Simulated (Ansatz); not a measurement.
# BGeO (doublet): HSE06, B2PLYP, RPA-PBE over vertical spin and charge gaps and displaced geometries, cc-pVDZ

How well do these functionals follow the top wave-function level for BGeO (doublet) over vertical spin and charge gaps and displaced geometries?

The runs use Ansatz 0.2.0, Gaussian basis; cc-pVDZ, all electrons in the functionals, frozen cores in the correlation of double hybrids and RPA.

Plan: HSE06, B2PLYP, RPA-PBE, at charge 0, doublet; charge 0, quartet; charge 1, singlet; charge 1, triplet; displaced geometry v1; displaced geometry v2 (not every functional at every point).

26 further runs of the same task are left out: 6 for a known fault of the program, 9 that didn't finish, 11 set aside as unsound or not needed.

## 1. The geometry

The geometry is a PBE0/def2-TZVP stationary point (not a proven minimum). No spin-orbit coupling is included. The filled d shell of Ge may be among the frozen orbitals whatever the setting's name suggests; the logs give the count.

3 atoms, charge 0, spin multiplicity 2.

Atoms are counted from 1 here; the program's logs count them from 0.

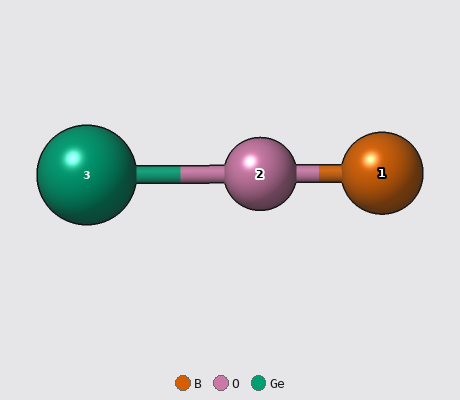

The structure; boron orange, oxygen pink, germanium teal; atoms are numbered from 1 in the order of the file.

As a file:

```xyz
3
charge 0, multiplicity 2
B     0.00000    0.00000   -1.46380
O     0.00000    0.00000   -0.18130
Ge    0.00000    0.00000    1.64510
```

No dispersion term is added. HSE06 is the plane-wave form.

The geometry shown and the zero of energy belong to the point charge 0, doublet. The yardstick, UCCSDT(Q), and other wave-function levels (R restricted, U unrestricted, valence and pair active spaces) come from earlier runs.

## 2. HSE06, charge 0, doublet

Input file in.yaml:

```yaml
crystal:
  periodic: [false, false, false]
  atoms:
    - {symbol: B, position_ang: [0.000000, 0.000000, -1.463800]}
    - {symbol: O, position_ang: [0.000000, 0.000000, -0.181300]}
    - {symbol: Ge, position_ang: [0.000000, 0.000000, 1.645100]}
basis:
  gaussian: {orbitals: cc-pVDZ}
magnetization: {spin_polarized: true, initial_magnetization: 1}
hamiltonian: {xc: {name: HSE06}}
```

Run with:

```
$ ansatz run in.yaml --threads 1 --pin off --events-out ev --progress --plain --max-ram 2393MiB
```

Standard output:

```text
Functional definition: HSE06
  name "HSE06"
  cite "Heyd, Scuseria & Ernzerhof, J. Chem. Phys. 118, 8207 (2003) doi:10.1063/1.1564060"
  cite "Krukau, Vydrov, Izmaylov & Scuseria, J. Chem. Phys. 125, 224106 (2006) doi:10.1063/1.2404663"
  cite "Heyd & Scuseria, J. Chem. Phys. 120, 7274 (2004) doi:10.1063/1.1668634"
  cite "Ernzerhof & Perdew, J. Chem. Phys. 109, 3313 (1998) doi:10.1063/1.476928"
  cite "Perdew, Burke & Ernzerhof, Phys. Rev. Lett. 77, 3865 (1996) doi:10.1103/PhysRevLett.77.3865"
  parent pbe
  parameter a = 0.25
  parameter omega = 0.11/bohr
  # The whole range is PBE's own exchange, as in plane waves. The composition of these papers is wPBEh.
  exchange = pbe_x - a*pbe_x_sr(omega) + a*exact_x_sr(omega)
  correlation = pbe_c
589 factors; integrals over basis functions are off by at most 7.6e-4 eV
45 factors; integrals over basis functions are off by at most 3.7e-6 eV
mean field evaluation 1: about -59224.5583 eV, gradient 3.2e1 eV
mean field evaluation 2: about -59193.5424 eV, gradient 8.8e1 eV
mean field evaluation 4: about -59228.6167 eV, gradient 1.2e0 eV
mean field evaluation 8: about -59228.6494 eV, gradient 1.9e-2 eV
mean field evaluation 16: about -59228.5404 eV, gradient 2.8e0 eV
mean field evaluation 32: about -59228.6494 eV, gradient 1.4e-5 eV
mean field evaluation 64: about -59226.2995 eV, gradient 4.7e-1 eV
mean field -59228.64938811 eV, -2176.6127183927 hartree, gradient 4.1e-5 eV, S^2 0.753799; 6 other end points of the search recorded, 0 dependent functions left out
reference -59228.64941781 eV, -2176.6127194839 hartree; 23, 22 occupied and 32, 33 virtual orbitals, 589 factors
Total energy: -59228.64941781 eV, -2176.6127194839 hartree
```

Wall time 7.5 s (1 thread of Arm Neoverse V2, shared host).

From the report: ⟨S²⟩ of the determinant 0.754 (pure doublet: 0.75).

## 3. HSE06, charge 1, triplet

Edit in.yaml of step 2 so:

```diff
@@ -8,3 +8,4 @@
   gaussian: {orbitals: cc-pVDZ}
-magnetization: {spin_polarized: true, initial_magnetization: 1}
+total_charge: 1
+magnetization: {spin_polarized: true, initial_magnetization: 2}
 hamiltonian: {xc: {name: HSE06}}
```

The command is unchanged.

Standard output (excerpt; [...] marks lines left out):

```text
Functional definition: HSE06
  name "HSE06"
  cite "Heyd, Scuseria & Ernzerhof, J. Chem. Phys. 118, 8207 (2003) doi:10.1063/1.1564060"
  cite "Krukau, Vydrov, Izmaylov & Scuseria, J. Chem. Phys. 125, 224106 (2006) doi:10.1063/1.2404663"
  cite "Heyd & Scuseria, J. Chem. Phys. 120, 7274 (2004) doi:10.1063/1.1668634"
  cite "Ernzerhof & Perdew, J. Chem. Phys. 109, 3313 (1998) doi:10.1063/1.476928"
  cite "Perdew, Burke & Ernzerhof, Phys. Rev. Lett. 77, 3865 (1996) doi:10.1103/PhysRevLett.77.3865"
  parent pbe
[...]
  # The whole range is PBE's own exchange, as in plane waves. The composition of these papers is wPBEh.
[...]
589 factors; integrals over basis functions are off by at most 7.6e-4 eV
45 factors; integrals over basis functions are off by at most 3.7e-6 eV
[...]
mean field -59220.15063636 eV, -2176.3003950264 hartree, gradient 5.0e-5 eV, S^2 2.016462; 2 other end points of the search recorded, 0 dependent functions left out
reference -59220.15067016 eV, -2176.3003962684 hartree; 23, 21 occupied and 32, 34 virtual orbitals, 589 factors
Total energy: -59220.15067016 eV, -2176.3003962684 hartree
```

Wall time 2.8 s (1 thread of Arm Neoverse V2, shared host).

From the report: ⟨S²⟩ of the determinant 2.016 (pure triplet: 2.00).

From charge 0, doublet: +196.0 kcal/mol.

## 4. B2PLYP, charge 0, doublet

Edit in.yaml of step 3 so:

```diff
@@ -8,4 +8,4 @@
   gaussian: {orbitals: cc-pVDZ}
-total_charge: 1
-magnetization: {spin_polarized: true, initial_magnetization: 2}
-hamiltonian: {xc: {name: HSE06}}
+magnetization: {spin_polarized: true, initial_magnetization: 1}
+hamiltonian: {xc: {name: B2PLYP}}
+correlation: {electrons: outside_noble_gas}
```

The command is unchanged.

Standard output (excerpt; [...] marks lines left out):

```text
Functional definition: B2PLYP
  name "B2PLYP"
  cite "Grimme, J. Chem. Phys. 124, 034108 (2006) doi:10.1063/1.2148954"
  cite "Becke, Phys. Rev. A 38, 3098 (1988) doi:10.1103/PhysRevA.38.3098"
  cite "Lee, Yang & Parr, Phys. Rev. B 37, 785 (1988) doi:10.1103/PhysRevB.37.785"
[...]
589 factors; integrals over basis functions are off by at most 7.6e-4 eV
[...]
mean field -59222.78842322 eV, -2176.3973319056 hartree, gradient 4.7e-6 eV, S^2 0.755202; 2 other end points of the search recorded, 0 dependent functions left out
16 core orbitals not correlated: weight in the atoms' cores, before any rotation towards them, 0.994 or more for the frozen orbitals, at most 0.007 for the correlated occupied ones
reference -59222.78854841 eV, -2176.3973365062 hartree; 7, 6 occupied and 32, 33 virtual orbitals, 589 factors
second order -10.12303001 eV of doubles, -0.00000000 eV of singles
Total energy: -59225.52176651 eV, -2176.4977804188 hartree
```

It took 3.2 s on 1 thread of Arm Neoverse V2, shared host.

From the report: ⟨S²⟩ of the determinant 0.755 (pure doublet: 0.75).

## 5. B2PLYP, charge 0, quartet

Edit in.yaml of step 4 so:

```diff
@@ -8,3 +8,3 @@
   gaussian: {orbitals: cc-pVDZ}
-magnetization: {spin_polarized: true, initial_magnetization: 1}
+magnetization: {spin_polarized: true, initial_magnetization: 3}
 hamiltonian: {xc: {name: B2PLYP}}
```

Launched as before.

Standard output (excerpt; [...] marks lines left out):

```text
Functional definition: B2PLYP
  name "B2PLYP"
  cite "Grimme, J. Chem. Phys. 124, 034108 (2006) doi:10.1063/1.2148954"
  cite "Becke, Phys. Rev. A 38, 3098 (1988) doi:10.1103/PhysRevA.38.3098"
  cite "Lee, Yang & Parr, Phys. Rev. B 37, 785 (1988) doi:10.1103/PhysRevB.37.785"
[...]
589 factors; integrals over basis functions are off by at most 7.6e-4 eV
[...]
mean field -59220.62901222 eV, -2176.3179750151 hartree, gradient 5.5e-6 eV, S^2 3.791437; 4 other end points of the search recorded, 0 dependent functions left out
16 core orbitals not correlated: weight in the atoms' cores, before any rotation towards them, 0.975 or more for the frozen orbitals, at most 0.023 for the correlated occupied ones
reference -59220.62914371 eV, -2176.3179798470 hartree; 8, 5 occupied and 31, 34 virtual orbitals, 589 factors
second order -10.35279033 eV of doubles, -0.00000000 eV of singles
Total energy: -59223.42439710 eV, -2176.4207035144 hartree
```

Run time: 4.9 s. Hardware: 1 thread of Arm Neoverse V2, shared host.

From the report: ⟨S²⟩ of the determinant 3.791 (pure quartet: 3.75).

From charge 0, doublet: +48.4 kcal/mol.

## 6. B2PLYP, charge 1, singlet

Edit in.yaml of step 5 so:

```diff
@@ -8,3 +8,3 @@
   gaussian: {orbitals: cc-pVDZ}
-magnetization: {spin_polarized: true, initial_magnetization: 3}
+total_charge: 1
 hamiltonian: {xc: {name: B2PLYP}}
```

The command is unchanged.

Standard output (excerpt; [...] marks lines left out):

```text
Functional definition: B2PLYP
  name "B2PLYP"
  cite "Grimme, J. Chem. Phys. 124, 034108 (2006) doi:10.1063/1.2148954"
  cite "Becke, Phys. Rev. A 38, 3098 (1988) doi:10.1103/PhysRevA.38.3098"
  cite "Lee, Yang & Parr, Phys. Rev. B 37, 785 (1988) doi:10.1103/PhysRevB.37.785"
[...]
589 factors; integrals over basis functions are off by at most 7.6e-4 eV
[...]
mean field -59214.97637600 eV, -2176.1102444654 hartree, gradient 5.7e-6 eV, S^2 0.000000; 0 other end points of the search recorded, 0 dependent functions left out
16 core orbitals not correlated: weight in the atoms' cores, before any rotation towards them, 0.995 or more for the frozen orbitals, at most 0.004 for the correlated occupied ones
reference -59214.97650617 eV, -2176.1102492491 hartree; 6, 6 occupied and 33, 33 virtual orbitals, 589 factors
second order -10.10173144 eV of doubles, -0.00000000 eV of singles
Total energy: -59217.70397366 eV, -2176.2104818306 hartree
```

Run time: 1.8 s. Hardware: 1 thread of Arm Neoverse V2, shared host.

From charge 0, doublet: +180.3 kcal/mol.

## 7. B2PLYP, charge 1, triplet

Edit in.yaml of step 6 so:

```diff
@@ -9,2 +9,3 @@
 total_charge: 1
+magnetization: {spin_polarized: true, initial_magnetization: 2}
 hamiltonian: {xc: {name: B2PLYP}}
```

Same command.

Standard output (excerpt; [...] marks lines left out):

```text
Functional definition: B2PLYP
  name "B2PLYP"
  cite "Grimme, J. Chem. Phys. 124, 034108 (2006) doi:10.1063/1.2148954"
  cite "Becke, Phys. Rev. A 38, 3098 (1988) doi:10.1103/PhysRevA.38.3098"
  cite "Lee, Yang & Parr, Phys. Rev. B 37, 785 (1988) doi:10.1103/PhysRevB.37.785"
[...]
589 factors; integrals over basis functions are off by at most 7.6e-4 eV
[...]
mean field -59214.47497113 eV, -2176.0918181763 hartree, gradient 6.5e-6 eV, S^2 2.017448; 1 other end points of the search recorded, 0 dependent functions left out
16 core orbitals not correlated: weight in the atoms' cores, before any rotation towards them, 0.989 or more for the frozen orbitals, at most 0.013 for the correlated occupied ones
reference -59214.47509837 eV, -2176.0918228524 hartree; 7, 5 occupied and 32, 34 virtual orbitals, 589 factors
second order -9.42035440 eV of doubles, -0.00000000 eV of singles
Total energy: -59217.01859406 eV, -2176.1852945948 hartree
```

Wall time 3.8 s (1 thread of Arm Neoverse V2, shared host).

From the report: ⟨S²⟩ of the determinant 2.017 (pure triplet: 2.00).

From charge 0, doublet: +196.1 kcal/mol.

(Part 1 of 2 ends here.)
